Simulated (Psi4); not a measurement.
# CHBrClF (bromochlorofluoromethane) at 5 levels

Wanted: a comparison of 5 runs (HF/STO-3G, HF/3-21G, B3LYP/6-31G*, TPSSh/def2-SVPD) of CHBrClF (bromochlorofluoromethane). 

Program for the calculation: Psi4 1.11.

1 further run of the same task is left out (set aside as unsound or not needed).

### 1 Starting point

The species is CHBrClF (5 atoms), meant as a singlet with charge 0. SMILES: `FC(Cl)Br`. The C2–H5 distance was set to 1.413 Å, away from the relaxed value.

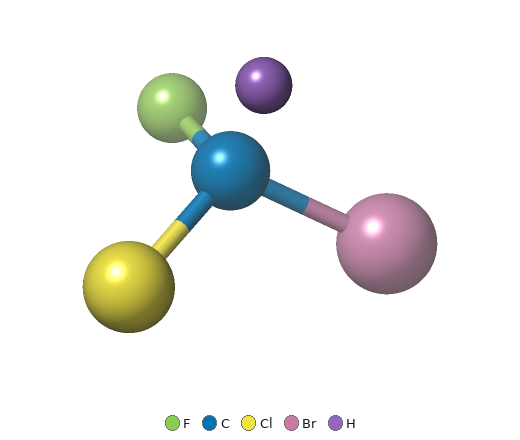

Viewed from a chosen angle; fluorine green, carbon blue, chlorine yellow, bromine pink, hydrogen purple.

### 2 Energy and forces at HF/STO-3G (run 1)

job.py reads:

```python
import psi4

psi4.set_memory(1600000000)
psi4.set_num_threads(1)
psi4.core.set_output_file('psi4.out', False)

m = psi4.geometry("""
0 1
F     -0.576046    -0.127391     1.383348
C     -0.057546    -0.190491     0.150348
Cl     1.288954    -1.312591     0.129448
Br    -1.440846    -0.705291    -1.099352
H      0.406800     1.084900    -0.242500
units angstrom
symmetry c1
no_reorient
no_com
""")

psi4.set_options(dict(puream=True, e_convergence=1e-09, d_convergence=1e-08, scf_type='pk'))

e = psi4.gradient("hf/STO-3G")
print('gradient / Eh bohr^-1')
print(e.np.round(6))
for k, v in sorted(psi4.core.scalar_variables().items()):
    print(f'{k:45s} {v:18.10f}')
```

On the command line:

```sh
python job.py
```

psi4.out:

```text
[...]
  Running in c1 symmetry.
[...]
  Nuclear repulsion =  321.138514927330050
[...]
  Multiplicity = 1
[...]
  Nalpha       = 34
  Nbeta        = 34
[...]
    Number of basis functions: 38
[...]
   @RHF iter   1: -3134.94326335127789   -2.37495e+00   1.53156e-02 ADIIS/DIIS
[...]
   @RHF iter  10: -3135.20772133970968   -6.36646e-12   5.02870e-09 DIIS
[...]
  @RHF Final Energy: -3135.20772133970968
   => Energetics <=
    Nuclear Repulsion Energy =            321.1385149273300499
    One-Electron Energy =               -5020.5718954117537578
    Two-Electron Energy =                1564.2256591447137453
    Total Energy =                      -3135.2077213397096784
[...]
 Multipole Moments:
 ------------------------------------------------------------------------------------
     Multipole            Electronic (a.u.)      Nuclear  (a.u.)        Total (a.u.)
 ------------------------------------------------------------------------------------
 L = 1.  Multiply by 2.5417464519 to convert [e a0] to [Debye]
 Dipole X            :         63.4676737          -63.5709198           -0.1032460
 Dipole Y            :         91.7006498          -91.0919745            0.6086752
 Dipole Z            :         43.7605271          -43.7792549           -0.0187279
 Magnitude           :                                                    0.6176536
[...]
  -Total Gradient:
     Atom            X                  Y                   Z
    ------   -----------------  -----------------  -----------------
       1        0.006592074718    -0.006181768789    -0.025549743280
       2       -0.006151194271    -0.141810824770     0.061023722707
       3       -0.042302608872     0.029799700491     0.000714682872
       4        0.001213929649    -0.000480442651     0.003181936085
       5        0.040647798942     0.118673335762    -0.039370598283
[...]
```

On the terminal:

```text
gradient / Eh bohr^-1
[[ 0.006592 -0.006182 -0.02555 ]
 [-0.006151 -0.141811  0.061024]
 [-0.042303  0.0298    0.000715]
 [ 0.001214 -0.00048   0.003182]
 [ 0.040648  0.118673 -0.039371]]
CURRENT ENERGY                                  -3135.2077213397
CURRENT REFERENCE ENERGY                        -3135.2077213397
DD SOLVATION ENERGY                                 0.0000000000
HF KINETIC ENERGY                                3125.3629724363
HF POTENTIAL ENERGY                             -6260.5706937760
HF TOTAL ENERGY                                 -3135.2077213397
HF VIRIAL RATIO                                     2.0031499538
NUCLEAR REPULSION ENERGY                          321.1385149273
ONE-ELECTRON ENERGY                             -5020.5718954118
PCM POLARIZATION ENERGY                             0.0000000000
PE ENERGY                                           0.0000000000
SCF ITERATION ENERGY                            -3135.2077213397
SCF ITERATIONS                                     10.0000000000
SCF TOTAL ENERGY                                -3135.2077213397
TWO-ELECTRON ENERGY                              1564.2256591447
```

Run time: 1.7 s. Hardware: 1 thread of Intel Xeon 6975P-C (Granite Rapids), shared host; peak memory 0.2 GiB.

### 3 Energy and forces at HF/3-21G (run 2)

chbrclf.inp reads:

```
memory 1600 mb

molecule {
  F
  C 1 R2
  Cl 2 R3 1 A3
  Br 2 R4 1 A4 3 D4
  H 2 R5 1 A5 3 D5

  R2 = 1.339072
  R3 = 1.752885
  A3 = 109.79054
  R4 = 1.933982
  A4 = 109.30413
  D4 = 122.96957
  R5 = 1.413
  A5 = 109.92038
  D5 = -119.6336
  symmetry c1
}

set {
  basis 3-21G
  puream true
  e_convergence 1e-09
  d_convergence 1e-08
  scf_type pk
}

e, wfn = gradient("scf", return_wfn=True)
oeprop(wfn, "MAYER_INDICES", "WIBERG_LOWDIN_INDICES", "QUADRUPOLE")
```

On the command line:

```sh
psi4 -i chbrclf.inp -o chbrclf.out -n 1
```

chbrclf.out:

```text
[...]
  Running in c1 symmetry.
[...]
  Nuclear repulsion =  321.138557931067680
[...]
  Multiplicity = 1
[...]
  Nalpha       = 34
  Nbeta        = 34
[...]
    Number of basis functions: 55
[...]
   @RHF iter   1: -3154.21274283211824   -1.73341e+00   1.02340e-02 DIIS/ADIIS
[...]
   @RHF iter  12: -3154.39622535438866   -1.81899e-12   1.92772e-09 DIIS
[...]
  @RHF Final Energy: -3154.39622535438866
   => Energetics <=
    Nuclear Repulsion Energy =            321.1385579310676803
    One-Electron Energy =               -5032.4554219799756538
    Two-Electron Energy =                1556.9206386945188569
    Total Energy =                      -3154.3962253543886618
[...]
  -Total Gradient:
     Atom            X                  Y                   Z
    ------   -----------------  -----------------  -----------------
       1        0.002462884241     0.000818489799     0.020720810804
       2        0.089585568459    -0.078319475803    -0.038757453721
       3        0.003223001437     0.038729005625    -0.012509243168
       4       -0.013238033160    -0.010267750314    -0.005238496901
       5       -0.082033420908     0.049039730476     0.035784382935
[...]
 Multipole Moments:
 ------------------------------------------------------------------------------------
     Multipole            Electronic (a.u.)      Nuclear  (a.u.)        Total (a.u.)
 ------------------------------------------------------------------------------------
 L = 1.  Multiply by 2.5417464519 to convert [e a0] to [Debye]
 Dipole X            :          5.9769695           -6.3176065           -0.3406370
 Dipole Y            :          5.2754804           -4.8748417            0.4006388
 Dipole Z            :          1.6516129           -1.2525357            0.3990773
 Magnitude           :                                                    0.6601573
 L = 2.  Multiply by 1.3450342976 to convert [e a0^2] to [Debye ang]
 Quadrupole XX       :       -183.6160137          154.0102514          -29.6057623
 Quadrupole XY       :       -168.3662831          167.5214875           -0.8447957
[...]
```

Wall time 1.8 s (1 thread of Intel Xeon 6975P-C (Granite Rapids), shared host); peak memory 0.21 GiB.

Runs 3 to 4 aren't shown in full; the table further down has their settings and results.

### 4 Energy and forces at TPSSh/def2-SVPD (run 5)

job.py reads:

```python
import psi4

psi4.set_memory(1600000000)
psi4.set_num_threads(1)
psi4.core.set_output_file('output.dat', False)

m = psi4.geometry("""
F
C 1 1.339072
Cl 2 1.752885 1 109.79054
Br 2 1.933982 1 109.30413 3 122.96957
H 2 1.413 1 109.92038 3 -119.6336
units angstrom
symmetry c1
no_reorient
no_com
""")

psi4.set_options({
    'basis': 'def2-SVPD',
    'puream': True,
    'e_convergence': 1e-09,
    'd_convergence': 1e-08,
    'scf_type': 'pk',
    'dft_radial_points': 99,
    'dft_spherical_points': 590,
})

energy_value, wavefunction = psi4.gradient("TPSSH", molecule=m, return_wfn=True)
print('gradient / Eh bohr^-1')
print(energy_value.np.round(6))
print(f'energy = {wavefunction.energy():.10f} Eh')
for k, v in sorted(psi4.core.scalar_variables().items()):
    print(f'{k:45s} {v:18.10f}')
```

On the command line:

```sh
python job.py
```

output.dat:

```text
[...]
  Running in c1 symmetry.
[...]
  Nuclear repulsion =  321.138557931067680
[...]
  Multiplicity = 1
[...]
  Nalpha       = 34
  Nbeta        = 34
[...]
    Number of basis functions: 119
[...]
   @RKS iter   1: -3171.92187119672872   -1.18658e+00   1.18493e-02 ADIIS/DIIS
[...]
   @RKS iter  11: -3172.24456953110030   -7.73070e-11   9.85786e-09 DIIS
[...]
  @RKS Final Energy: -3172.24456953110030
   => Energetics <=
    Nuclear Repulsion Energy =            321.1385579310676803
    One-Electron Energy =               -5046.8968271457342780
    Two-Electron Energy =                1675.8672089926872104
    DFT Exchange-Correlation Energy =    -122.3535093091214776
    Empirical Dispersion Energy =           0.0000000000000000
    VV10 Nonlocal Energy =                  0.0000000000000000
    Total Energy =                      -3172.2445695311002964
[...]
 Multipole Moments:
 ------------------------------------------------------------------------------------
     Multipole            Electronic (a.u.)      Nuclear  (a.u.)        Total (a.u.)
 ------------------------------------------------------------------------------------
 L = 1.  Multiply by 2.5417464519 to convert [e a0] to [Debye]
 Dipole X            :          5.9988897           -6.3176065           -0.3187168
 Dipole Y            :          5.0615638           -4.8748417            0.1867221
 Dipole Z            :          1.4669714           -1.2525357            0.2144358
 Magnitude           :                                                    0.4271162
[...]
  -Total Gradient:
     Atom            X                  Y                   Z
    ------   -----------------  -----------------  -----------------
       1        0.002408730147    -0.001060155623     0.000474530068
       2        0.069399055086    -0.043376615081    -0.029174101117
       3        0.001392072299     0.005909415741    -0.001962355996
       4       -0.002305075905    -0.002484542308    -0.000964957648
       5       -0.070902132456     0.041005850461     0.031641949140
[...]
```

Standard output:

```text
gradient / Eh bohr^-1
[[ 0.002409 -0.00106   0.000475]
 [ 0.069399 -0.043377 -0.029174]
 [ 0.001392  0.005909 -0.001962]
 [-0.002305 -0.002485 -0.000965]
 [-0.070902  0.041006  0.031642]]
energy = -3172.2445695311 Eh
CURRENT ENERGY                                  -3172.2445695311
CURRENT REFERENCE ENERGY                        -3172.2445695311
DD SOLVATION ENERGY                                 0.0000000000
DFT FUNCTIONAL TOTAL ENERGY                     -3172.2445695311
DFT TOTAL ENERGY                                -3172.2445695311
DFT VV10 ENERGY                                     0.0000000000
DFT XC ENERGY                                    -122.3535093091
GRID ELECTRONS ALPHA                               33.9999999803
GRID ELECTRONS BETA                                33.9999999803
GRID ELECTRONS TOTAL                               67.9999999606
NUCLEAR REPULSION ENERGY                          321.1385579311
ONE-ELECTRON ENERGY                             -5046.8968271457
PCM POLARIZATION ENERGY                             0.0000000000
PE ENERGY                                           0.0000000000
SCF ITERATION ENERGY                            -3172.2445695311
SCF ITERATIONS                                     11.0000000000
SCF TOTAL ENERGY                                -3172.2445695311
TWO-ELECTRON ENERGY                              1675.8672089927
XC GRID RADIAL POINTS                              99.0000000000
XC GRID SPHERICAL POINTS                          590.0000000000
XC GRID TOTAL POINTS                           281293.0000000000
```

Run time: 32 s. Hardware: 1 thread of Intel Xeon 6975P-C (Granite Rapids), shared host; peak memory 0.72 GiB.

### 5 Overview of the runs

| run | level | integration grid | Cartesian functions | energy (Eh) | dipole moment (D) | HOMO energy (eV) | LUMO energy (eV) | wall time |
| --- | --- | --- | --- | --- | --- | --- | --- | --- |
| 1 | HF/STO-3G | – | no | -3135.207721 | 1.57 | -9.22 | 7.57 | 1.7 s |
| 2 | HF/3-21G | – | no | -3154.396225 | 1.68 | -11.53 | 2.74 | 1.8 s |
| 3 | B3LYP/6-31G* (spherical functions) | 99 radial × 590 angular | no | -3172.556163 | 1.06 | -8.24 | -1.41 | 11 s |
| 4 | B3LYP/6-31G* (Cartesian functions) | 99 radial × 590 angular | yes | -3172.570037 | 1.06 | -8.24 | -1.42 | 11 s |
| 5 | TPSSh/def2-SVPD | 99 radial × 590 angular | no | -3172.244570 | 1.09 | -8.02 | -1.86 | 32 s |

### 6 Summary of results

| quantity | value |
| --- | --- |
| run 5: total energy | -3172.24457 Eh |
| run 5: dipole moment | 1.09 D |
| run 5: HOMO energy | -8.02 eV |
| run 5: LUMO energy | -1.86 eV |
| run 5: HOMO–LUMO gap | 6.16 eV |
| run 5: largest force on an atom | 4.515 eV/Å |

What this shows: The dipole moment (its size) runs from 1.06 D (B3LYP/6-31G*) to 1.68 D (HF/3-21G). The two ends differ in method and basis. The HOMO–LUMO gap runs from 6.16 eV (TPSSh/def2-SVPD) to 16.79 eV (HF/STO-3G). Totals of different functionals can't be ranked against each other. In run 1 the basis is minimal, so the values are rough. All runs together took 56 s, the longest 32 s.
